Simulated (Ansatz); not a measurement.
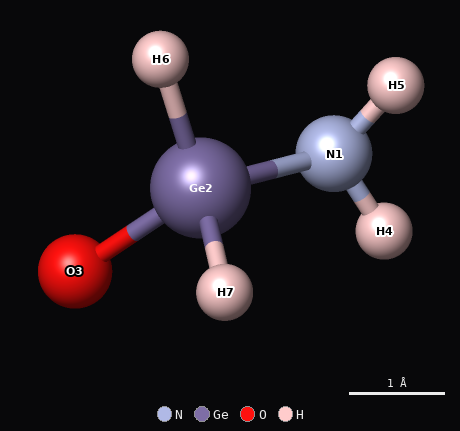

Starting structure of GeNH$_{4}$O (multiplicity 2). A ball-and-stick model, seen at a tilt.

The start comes from PBE-D4/def2-SVP.

Method: Ansatz 0.2.0, UKS PBE0-D4/def2-TZVP.

The input:
```yaml
crystal:
  periodic: [false, false, false]
  atoms:
    - {symbol: N, position_ang: [-1.071597, 0.108165, -0.494043]}
    - {symbol: Ge, position_ang: [0.519493, -0.114105, 0.401190]}
    - {symbol: O, position_ang: [0.898038, -1.831112, 0.697978]}
    - {symbol: H, position_ang: [-1.088482, -0.228600, -1.462064]}
    - {symbol: H, position_ang: [-1.460691, 1.055914, -0.455406]}
    - {symbol: H, position_ang: [0.434586, 0.756620, 1.684625]}
    - {symbol: H, position_ang: [1.829853, 0.185116, -0.417981]}
basis:
  gaussian: {orbitals: def2-TZVP}
magnetization: {spin_polarized: true, initial_magnetization: 1}
hamiltonian: {xc: pbe0, dispersion: d4}
relax: {f_tol: 0.005, max_steps: 150}
```

Run as
```bash
ansatz run in.yaml --threads 4 --pin off --events-out ev --progress --plain --max-ram 10444MiB
```

Predict the outcome.

Over 8 geometry steps the energy falls by 0.044 eV. The largest force component goes from 0.61 to 0.0019 eV/Å. The largest move after the best rigid fit is that of H5, 0.19 Å. Largest moves by element: H 0.19 Å, O 0.12 Å, N 0.07 Å, Ge 0.05 Å. Near-neighbour distances that change, for instance: Ge2–H7 1.574 → 1.543 Å, N1–Ge2 1.839 → 1.817 Å, Ge2–H6 1.553 → 1.535 Å, N1–H4 1.025 → 1.008 Å. Bond angles that change, for instance: O3–Ge2–H6 114.4° → 110.1°, O3–Ge2–H7 95.3° → 99.3°, Ge2–N1–H4 115.7° → 118.3°.

The structure at the end:

```xyz
7

N    -1.0139    0.1003   -0.5321
Ge    0.5535   -0.0894    0.3681
O     0.8154   -1.8130    0.7880
H    -1.0289   -0.1192   -1.5156
H    -1.5489    0.9329   -0.3418
H     0.4514    0.7558    1.6450
H     1.8326    0.1645   -0.4572
```

The end point in the same view:

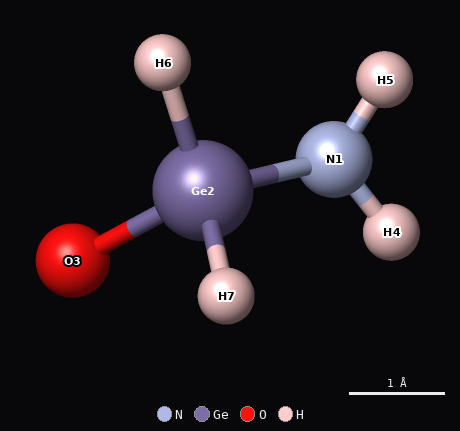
